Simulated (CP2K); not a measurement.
**singlet C2H4NOSi+: levels of theory compared**

Wanted: a comparison of 6 runs (B3LYP/6-31G*, PBE/TZV2P-MOLOPT-PBE-GTH, PBE0/TZV2P-MOLOPT-PBE0-GTH, revPBE-D3(BJ)/TZV2P-MOLOPT-PBE-GTH, PM3, GFN1-xTB) of singlet C2H4NOSi+. 

Program for the calculation: CP2K 2026.2.

3 further runs of the same task are left out: 3 set aside as unsound or not needed.

### Step 1. The system as given

C2H4NOSi+ has 9 atoms, charge +1, and is taken as a singlet. As SMILES of the parent species, `C[SiH]N=C=O`. The shape is that of a PBE0-D4/def2-TZVP optimisation. This is one conformer, not always the lowest. That shape belongs to the parent species and isn't relaxed for this state.

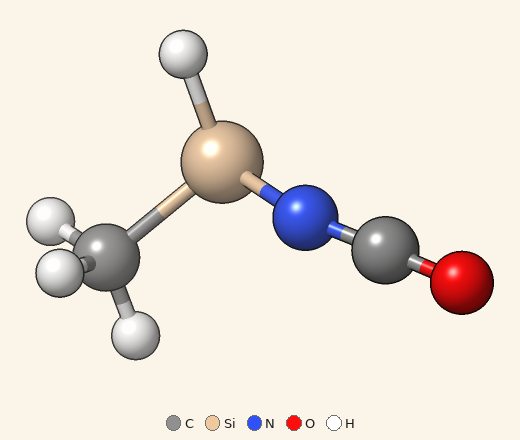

Viewed from a chosen angle; carbon grey, silicon light orange, nitrogen blue, oxygen red, hydrogen white.

### Step 2. The energy at B3LYP/6-31G(d) (spherical functions) (run 1)

molecule.xyz

```xyz
9

C     -0.230800     0.936500     1.233300
Si    -0.019100     0.717300    -0.606900
N      0.147000    -0.951200    -0.966600
C     -0.027700    -2.022300    -1.465700
O     -0.174100    -3.081100    -1.930900
H      0.625000     0.510600     1.765400
H     -1.138100     0.442600     1.585600
H     -0.298200     1.998600     1.479400
H      1.204500     1.402700    -1.110500
```

job.inp

```
&FORCE_EVAL
   METHOD QUICKSTEP
   &DFT
      BASIS_SET_FILE_NAME ./6_31gs.basis
      POTENTIAL_FILE_NAME POTENTIAL
      CHARGE 1
      # Quickstep
      &QS
         METHOD GAPW
         EPS_DEFAULT 1.0E-10
      &END QS
      # plane-wave cutoff in Ry
      &MGRID
         CUTOFF 280
         REL_CUTOFF 50
         NGRIDS 4
      &END MGRID
      # isolated system
      &POISSON
         PERIODIC NONE
         POISSON_SOLVER MULTIPOLE
      &END POISSON
      # self-consistent field
      &SCF
         SCF_GUESS ATOMIC
         EPS_SCF 1.0E-07
         MAX_SCF 100
         ADDED_MOS 3
         &DIAGONALIZATION
            ALGORITHM STANDARD
         &END DIAGONALIZATION
         &MIXING
            METHOD DIRECT_P_MIXING
            ALPHA 0.4
         &END MIXING
      &END SCF
      # exchange and correlation
      &XC
         &XC_FUNCTIONAL
            &HYB_GGA_XC_B3LYP
            &END HYB_GGA_XC_B3LYP
         &END XC_FUNCTIONAL
         # exact exchange
         &HF
            FRACTION 0.2
            &SCREENING
               EPS_SCHWARZ 1.0E-10
            &END SCREENING
            &MEMORY
               MAX_MEMORY 1050
            &END MEMORY
         &END HF
      &END XC
      # extra output
      &PRINT
         &MOMENTS
            PERIODIC F
            REFERENCE COM
            MAX_MOMENT 1
         &END MOMENTS
         &MO ON
            ENERGIES T
            OCCUPATION_NUMBERS T
            NDIGITS 6
            &EACH
               QS_SCF 0
            &END EACH
            ADD_LAST NUMERIC
         &END MO
         &LOWDIN ON
         &END LOWDIN
         &HIRSHFELD OFF
         &END HIRSHFELD
      &END PRINT
   &END DFT
   &SUBSYS
      # box in angstrom
      &CELL
         ABC 9.3 12.1 10.7
         PERIODIC NONE
      &END CELL
      &TOPOLOGY
         COORD_FILE_NAME molecule.xyz
         COORD_FILE_FORMAT XYZ
         &CENTER_COORDINATES
         &END CENTER_COORDINATES
      &END TOPOLOGY
      &KIND C
         BASIS_SET 6-31Gs
         POTENTIAL ALL
         LEBEDEV_GRID 194
         RADIAL_GRID 100
      &END KIND
      &KIND Si
         BASIS_SET 6-31Gs
         POTENTIAL ALL
         LEBEDEV_GRID 194
         RADIAL_GRID 100
      &END KIND
      &KIND N
         BASIS_SET 6-31Gs
         POTENTIAL ALL
         LEBEDEV_GRID 194
         RADIAL_GRID 100
      &END KIND
      &KIND O
         BASIS_SET 6-31Gs
         POTENTIAL ALL
         LEBEDEV_GRID 194
         RADIAL_GRID 100
      &END KIND
      &KIND H
         BASIS_SET 6-31Gs
         POTENTIAL ALL
         LEBEDEV_GRID 194
         RADIAL_GRID 100
      &END KIND
   &END SUBSYS
&END FORCE_EVAL

&GLOBAL
   PROJECT_NAME job
   RUN_TYPE ENERGY
   PRINT_LEVEL MEDIUM
&END GLOBAL
```

Launch:

```console
OMP_NUM_THREADS=1 cp2k.psmp job.inp > job.out
```

Output:

```text
CP2K| version string:                                       CP2K version 2026.2
[...]
 GLOBAL| Method name                                                        CP2K
[...]
 GLOBAL| Run type                                                         ENERGY
[...]
 DFT| Spin restricted Kohn-Sham (RKS) calculation                            RKS
 DFT| Multiplicity                                                             1
[...]
 DFT| Charge                                                                   1
[...]
 FUNCTIONAL| HYB_GGA_XC_B3LYP:
[...]
 QS| Method:                                                                GAPW
[...]
 QS| Density cutoff [a.u.]:                                                140.0
[...]
 QS| Relative density cutoff [a.u.]:                                        25.0
[...]
                             - Atoms:                                          9
[...]
                             - Spherical basis functions:                     82
[...]
 Number of electrons:                                                         44
[...]
     1 P_Mix/Diag. 0.40E+00    6.5     0.61786370      -492.3081916666 -4.92E+02
[...]
    18 DIIS/Diag.  0.13E-06    1.6     0.00000004      -497.7909608273 -3.47E-12
  *** SCF run converged in    18 steps ***
[...]
  Overlap energy of the core charge distribution:               0.00001992995085
  Self energy of the core charge distribution:               -310.23749328936066
  Core Hamiltonian energy:                                   -188.62642457613879
  Hartree energy:                                              97.83810885079937
  Exchange-correlation energy:                                -13.65703193835432
  Hartree-Fock Exchange energy:                                -9.33143391525021
[...]
 ENERGY| Total FORCE_EVAL ( QS ) energy [hartree]           -497.790960827323545
[...]
```

Run time: 35 s. Hardware: 1 thread of Arm Neoverse V1, shared host; peak memory 0.66 GiB.

### Step 3. A single-point energy at PBE/TZV2P-MOLOPT-PBE-GTH (core potential) (run 2)

molecule.xyz is that of step 2.

mol.inp

```
&GLOBAL
    PROJECT_NAME mol
    RUN_TYPE ENERGY
    PRINT_LEVEL MEDIUM
&END GLOBAL

&FORCE_EVAL
    METHOD Quickstep
    &DFT
        BASIS_SET_FILE_NAME BASIS_MOLOPT_UZH
        POTENTIAL_FILE_NAME POTENTIAL_UZH
        CHARGE 1
        MULTIPLICITY 1
        ! Quickstep
        &QS
            METHOD GPW
            EPS_DEFAULT 1.0E-10
        &END QS
        &MGRID
            CUTOFF 400
            REL_CUTOFF 50
            NGRIDS 4
        &END MGRID
        &POISSON
            PERIODIC NONE
            POISSON_SOLVER MULTIPOLE
        &END POISSON
        ! SCF settings
        &SCF
            SCF_GUESS ATOMIC
            EPS_SCF 1.0E-06
            MAX_SCF 50
            &OT ON
                MINIMIZER CG
                PRECONDITIONER FULL_ALL
            &END OT
            &OUTER_SCF
                EPS_SCF 1.0E-06
                MAX_SCF 8
            &END OUTER_SCF
        &END SCF
        &XC
            &XC_FUNCTIONAL PBE
            &END XC_FUNCTIONAL
        &END XC
        ! extra output
        &PRINT
            &MOMENTS
                PERIODIC F
                REFERENCE COM
                MAX_MOMENT 1
            &END MOMENTS
            &MO_CUBES
                NLUMO 5
                NHOMO -1
                WRITE_CUBE F
            &END MO_CUBES
            &HIRSHFELD OFF
            &END HIRSHFELD
        &END PRINT
    &END DFT
    ! atoms, cell and kinds
    &SUBSYS
        ! box in angstrom
        &CELL
            ABC [angstrom] 9.3 12.1 10.7
            PERIODIC NONE
        &END CELL
        &TOPOLOGY
            COORD_FILE_NAME molecule.xyz
            COORD_FILE_FORMAT XYZ
            &CENTER_COORDINATES
            &END CENTER_COORDINATES
        &END TOPOLOGY
        &KIND C
            BASIS_SET TZV2P-MOLOPT-PBE-GTH-q4
            POTENTIAL GTH-PBE-q4
        &END KIND
        &KIND Si
            BASIS_SET TZV2P-MOLOPT-PBE-GTH-q4
            POTENTIAL GTH-PBE-q4
        &END KIND
        &KIND N
            BASIS_SET TZV2P-MOLOPT-PBE-GTH-q5
            POTENTIAL GTH-PBE-q5
        &END KIND
        &KIND O
            BASIS_SET TZV2P-MOLOPT-PBE-GTH-q6
            POTENTIAL GTH-PBE-q6
        &END KIND
        &KIND H
            BASIS_SET TZV2P-MOLOPT-PBE-GTH-q1
            POTENTIAL GTH-PBE-q1
        &END KIND
    &END SUBSYS
&END FORCE_EVAL
```

Launch:

```console
OMP_NUM_THREADS=1 cp2k.psmp -i mol.inp > mol.out 2>&1
```

Output:

```text
CP2K| version string:                                       CP2K version 2026.2
[...]
 GLOBAL| Method name                                                        CP2K
[...]
 GLOBAL| Run type                                                         ENERGY
[...]
 DFT| Spin restricted Kohn-Sham (RKS) calculation                            RKS
 DFT| Multiplicity                                                             1
[...]
 DFT| Charge                                                                   1
[...]
 FUNCTIONAL| PBE:
 QS| Method:                                                                 GPW
[...]
 QS| Density cutoff [a.u.]:                                                200.0
[...]
 QS| Relative density cutoff [a.u.]:                                        25.0
[...]
                             - Atoms:                                          9
[...]
                             - Spherical basis functions:                    201
[...]
 Number of electrons:                                                         26
[...]
     1 OT CG       0.15E+00    1.8     0.12956979       -40.5661937520 -4.06E+01
[...]
    44 OT CG       0.68E-01    1.9     0.00000073       -43.3405393517 -1.03E-10
  *** SCF run converged in    44 steps ***
[...]
  Overlap energy of the core charge distribution:               0.00000521912804
  Self energy of the core charge distribution:               -108.93622237269645
  Core Hamiltonian energy:                                     31.33549770331069
  Hartree energy:                                              46.05899366217724
  Exchange-correlation energy:                                -11.79881356362510
  Total energy:                                               -43.34053935170558
[...]
 HOMO - LUMO gap [eV] :    2.179591
 ENERGY| Total FORCE_EVAL ( QS ) energy [hartree]            -43.340539351705580
[...]
```

Run time: 2.2 min. Hardware: 1 thread of Arm Neoverse V1, shared host; peak memory 0.97 GiB.

Runs 3 to 5 aren't shown in full; the table further down has their settings and results.

### Step 4. A single-point energy at GFN1-xTB (run 6)

molecule.xyz is that of step 3.

qs.inp

```
&GLOBAL
  PROJECT_NAME qs
  RUN_TYPE ENERGY
  PRINT_LEVEL MEDIUM
&END GLOBAL
&FORCE_EVAL
  METHOD Quickstep
  &DFT
    CHARGE 1
    &QS
      METHOD XTB
      EPS_DEFAULT 1.0E-10
      &XTB
        GFN_TYPE 1
        CHECK_ATOMIC_CHARGES F
      &END XTB
    &END QS
    &POISSON
      PERIODIC NONE
      POISSON_SOLVER ANALYTIC
    &END POISSON
    &SCF
      SCF_GUESS ATOMIC
      EPS_SCF 1.0E-06
      MAX_SCF 40
      &OT
        MINIMIZER DIIS
        PRECONDITIONER FULL_ALL
      &END OT
      &OUTER_SCF
        EPS_SCF 1.0E-06
        MAX_SCF 8
      &END OUTER_SCF
    &END SCF
    &PRINT
      &MOMENTS
        PERIODIC F
        REFERENCE COM
        MAX_MOMENT 1
      &END MOMENTS
      &MO_CUBES
        NLUMO 1
        NHOMO -1
        WRITE_CUBE F
      &END MO_CUBES
      &HIRSHFELD OFF
      &END HIRSHFELD
    &END PRINT
  &END DFT
  &SUBSYS
    &CELL
      ABC 10.3 13.1 11.7
      PERIODIC NONE
    &END CELL
    &TOPOLOGY
      COORD_FILE_NAME molecule.xyz
      COORD_FILE_FORMAT XYZ
      &CENTER_COORDINATES
      &END CENTER_COORDINATES
    &END TOPOLOGY
  &END SUBSYS
&END FORCE_EVAL
```

Launch:

```console
OMP_NUM_THREADS=1 cp2k.psmp qs.inp > qs.out
```

Output:

```text
CP2K| version string:                                       CP2K version 2026.2
[...]
 GLOBAL| Method name                                                        CP2K
[...]
 GLOBAL| Run type                                                         ENERGY
[...]
                             - Atoms:                                          9
[...]
                             - Spherical basis functions:                     33
[...]
 Number of electrons:                                                         26
[...]
     1 OT DIIS     0.15E+00    0.0     0.22830542       -15.2802167628 -1.53E+01
[...]
    19 OT DIIS     0.15E+00    0.0     0.00000042       -15.6650417904 -1.92E-11
  *** SCF run converged in    19 steps ***
[...]
 TB_DIPOLE| Moment [Debye]          0.29810005       6.66502288       2.92160339
 TB_DIPOLE| Derivative [a.u.]       0.00000000       0.00000000       0.00000000
[...]
 ENERGY| Total FORCE_EVAL ( QS ) energy [hartree]            -15.665041790433470
[...]
```

It took 0.5 s on 1 thread of Arm Neoverse V1, shared host; peak memory 0.15 GiB.

### Step 5. The series

```csv
run,level,core potential,scheme,energy (Eh),HOMO energy (eV),LUMO energy (eV),HOMO–LUMO gap (eV),wall time
1,B3LYP/6-31G* (spherical functions),none,GAPW,-497.790961,-13.84,-10.13,3.71,35 s
2,PBE/TZV2P-MOLOPT-PBE-GTH (core potential),GTH-PBE,GPW,-43.340539,-12.87,-10.69,2.18,2.2 min
3,PBE0/TZV2P-MOLOPT-PBE0-GTH (core potential),GTH-PBE0,GPW,-43.316837,-14.14,-9.99,4.15,67 s
4,revPBE-D3(BJ)/TZV2P-MOLOPT-PBE-GTH (core potential),GTH-PBE,GPW,-43.421188,-12.83,-10.66,2.17,1.7 min
5,PM3,–,–,-30.094414,-14.70,-7.53,7.16,0.28 s
6,GFN1-xTB,–,–,-15.665042,-17.96,–,–,0.5 s
```

### Step 6. Summary of results

| quantity | value |
| --- | --- |
| run 6: total energy | -15.66504 Eh |
| run 6: HOMO energy | -17.96 eV |
| run 6: dispersion energy | -7.61 kJ/mol |

What this shows: Over runs 1, 2, 3, 4, 5 the HOMO–LUMO gap runs from 2.17 eV (revPBE-D3(BJ)/TZV2P-MOLOPT-PBE-GTH) to 7.16 eV (PM3). The two ends differ in method and basis and Hamiltonian and core potential. Totals of different functionals can't be ranked against each other. Some runs of one species differ in core potentials or relativity; totals across that change don't compare. Force-field and semi-empirical energies have zeros of their own, so their totals don't compare. All runs together took 5.7 min, the longest 2.2 min.
